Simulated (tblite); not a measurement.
# C4H9GeNO3: the cost of one run

The runs use tblite 0.8.0 and PySCF 2.14.0, with density-fitted response routines of our own; the level of theory stands in each step. All values are computed, except where a source is named. Atoms count from 0, in the outputs and in this text.

## (1) Starting geometry

18 atoms, charge 0, multiplicity 1; geometry from: force field or distance geometry start.

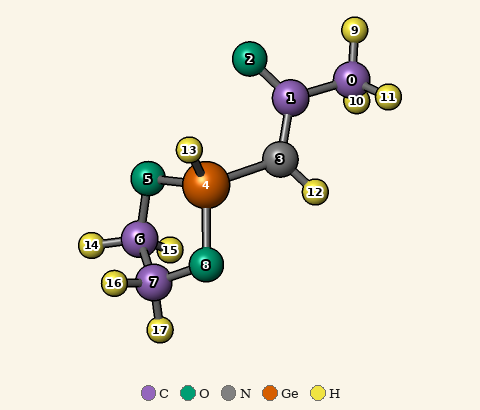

As it starts; carbon purple, oxygen teal, nitrogen grey, germanium orange, hydrogen yellow, atoms numbered.

## (2) Relaxing the molecule with GFN2-xTB

The job: settings as JSON, then the geometry in Å.

```
{"job": {"kind": "relax", "xc": "GFN2-xTB", "basis": "xTB"}, "charge": 0, "multiplicity": 1}
C      3.486300    -0.257900    -0.045600
C      2.161800     0.447300     0.104600
O      2.083300     1.665000    -0.161300
N      1.017200    -0.280700     0.544200
Ge    -0.652300     0.525500     0.757800
O     -1.256900     1.080600    -0.825400
C     -2.228600     0.122600    -1.120700
C     -2.853500    -0.439200     0.178700
O     -1.876800    -0.687500     1.152200
H      4.290500     0.479300    -0.199500
H      3.426100    -0.939600    -0.920000
H      3.697300    -0.848300     0.870200
H      1.094300    -1.305800     0.775700
H     -0.611700     1.676600     1.785500
H     -3.022800     0.589400    -1.744000
H     -1.767600    -0.705800    -1.687400
H     -3.603900     0.282400     0.577500
H     -3.391500    -1.397700    -0.054000
```

Run with:

```sh
OMP_NUM_THREADS=1 python probes_run.py task.json out
```

The driver reads the jobs from task.json and runs them one after another.

Q: Estimate the wall time and peak memory of this first job on 1 thread of Intel Xeon at 2.50GHz, shared host.

About 2.2 s, with a peak of 0.18 GiB.
